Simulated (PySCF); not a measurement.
# EPR calculation, with input and output: C5H7FNSi

- system: C5H7FNSi, multiplicity 2, SMILES Cc1ccn([SiH2])c1F
- method: UKS B3LYP, pcH-1 on C F H N Si, non-relativistic, mean-field spin-orbit, GIAO (PySCF 2.14.0)

It belongs to a series of runs on one base structure; here: H removed from Si.

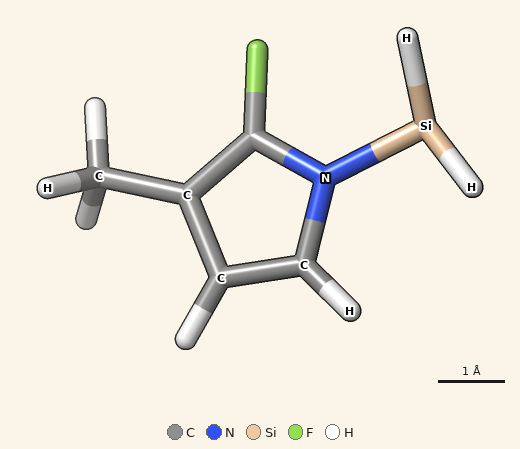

*The structure (stick view, seen at a tilt).*

Bond lengths as drawn: C–C 1.36 to 1.49 Å, C–F 1.35 Å, C–H 1.07 to 1.09 Å, C–N 1.36 to 1.37 Å, H–Si 1.45 Å and N–Si 1.75 Å.

## Results in brief

```csv
quantity,value
outcome,converged
total energy,−638.810498 hartree
⟨S²⟩,0.751
isotropic g,2.0026
hardware,"1 CPU thread, shared host"
wall time,87 s
peak memory,0.96 GiB
```

## Input
```
{"job": {"kind": "epr", "basis": "pcH-1"}, "charge": 0, "multiplicity": 2}
C     -2.465614     0.214298     0.066837
C     -1.011791    -0.105585     0.002653
C     -0.403298    -1.391906     0.063583
C      0.943748    -1.221788    -0.029621
N      1.234100     0.116313    -0.141409
Si     2.795331     0.876326    -0.369750
C      0.032115     0.758903    -0.124040
F      0.022890     2.101491    -0.225865
H     -3.010803    -0.351821    -0.687144
H     -2.624911     1.275800    -0.105919
H     -2.872231    -0.046746     1.043860
H     -0.924175    -2.323090     0.167437
H      1.734318    -1.944947    -0.022691
H      3.776710    -0.114075     0.043789
H      2.769197     2.164819     0.296368
```

The first line tells a small driver script what to run in PySCF; the rest is the geometry in Å.

Run as:
```bash
OMP_NUM_THREADS=1 python <driver script> task.json out
```

## What the program printed
```
UKS, coarse grid
  cycle   1  E = -638.72672686  |g| = 4.47e-01
  cycle   2  E = -638.61309421  |g| = 6.62e-01
  cycle   3  E = -638.80461439  |g| = 1.07e-01
  cycle   4  E = -638.80916080  |g| = 5.57e-02
  cycle   5  E = -638.81040877  |g| = 1.20e-02
  cycle   6  E = -638.81046452  |g| = 5.50e-03
  cycle   7  E = -638.81047859  |g| = 1.48e-03
  cycle   8  E = -638.81047986  |g| = 6.42e-04
UKS, final grid
  cycle   1  E = -638.81049797  |g| = 9.49e-04
  cycle   2  E = -638.81049724  |g| = 1.60e-03
  cycle   3  E = -638.81049840  |g| = 1.39e-04
  cycle   4  E = -638.81049841  |g| = 4.30e-05
  cycle   5  E = -638.81049842  |g| = 4.51e-05
  cycle   6  E = -638.81049842  |g| = 1.19e-05
E = -638.81049842 Eh   <S^2> = 0.7514 (exact 0.7500)
g shifts (ppm)      1          2          3
  rmc          -139       -139       -139
  gc             55         18         55
  oz_so        -591        -52       1750
  total        -675       -174       1665
hyperfine (MHz)  atom isotope    a_iso     a_fc   dipolar eigenvalues
    0   13C      -1.25      -1.25     -0.23      0.02      0.20
    1   13C       1.77       1.78     -3.05     -2.42      5.47
    2   13C       1.91       1.93     -2.85     -2.18      5.03
    3   13C      -0.07      -0.06     -1.37     -0.59      1.96
    4   14N       7.81       7.78     -3.85     -3.67      7.52
    5  29Si    -525.91    -526.96   -159.99     79.50     80.48
    6   13C      -3.24      -3.24     -0.77     -0.11      0.89
    7   19F      -2.46      -2.45     -5.42      0.87      4.55
    8    1H       4.43       4.43     -0.58     -0.47      1.04
    9    1H       0.01       0.01     -0.58     -0.39      0.97
   10    1H       4.55       4.55     -0.58     -0.49      1.07
   11    1H      -2.01      -2.01     -1.73     -0.71      2.44
   12    1H      -0.39      -0.39     -2.14     -1.03      3.17
   13    1H      66.07      66.06     -8.84      0.60      8.24
   14    1H      81.59      81.58     -8.90      0.98      7.92
```

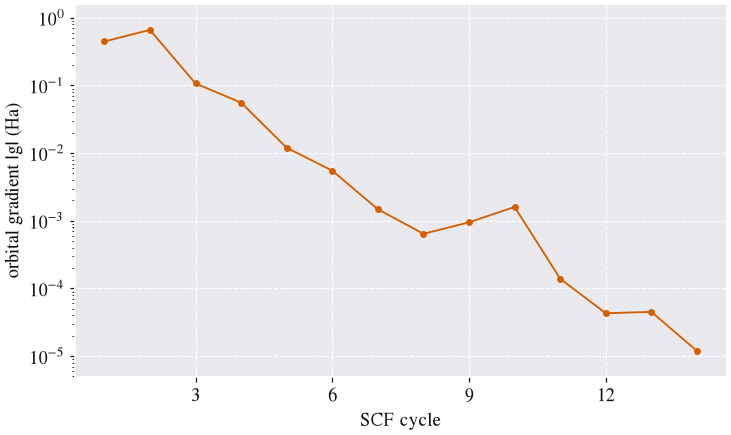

*Convergence of the self-consistent field: orbital gradient |g| against the SCF cycle.*

All cycles printed in the log are drawn one after another.

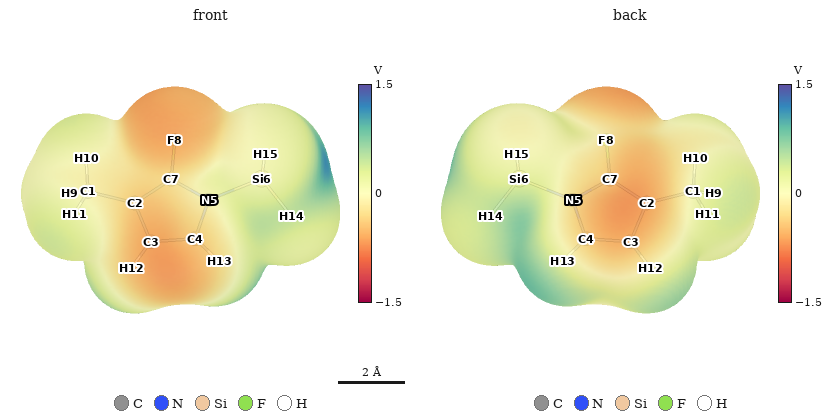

*The electrostatic potential painted on the density surface at 0.001 e/bohr³, seen at a tilt and from behind; red is negative and blue positive.*

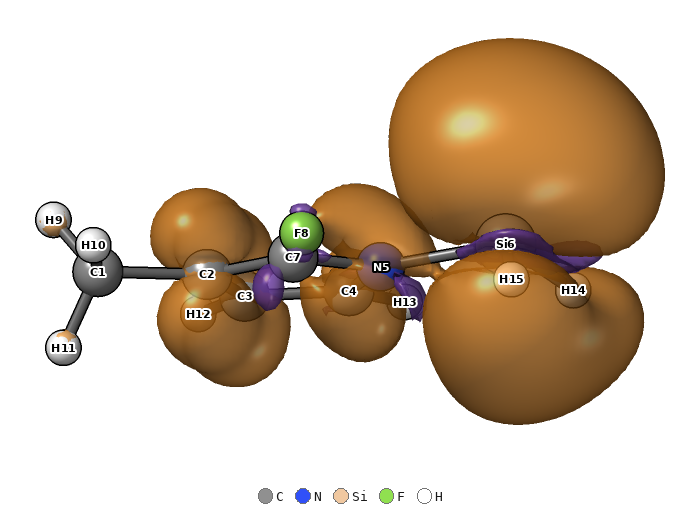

*Isosurfaces of the spin density (α minus β) at +0.003 (orange) and −0.003 e/Å³ (purple), seen from the side.*

The unpaired spin (1 electron) lies mostly on Si6 (about 0.8), in electrons by Hirshfeld's partition.
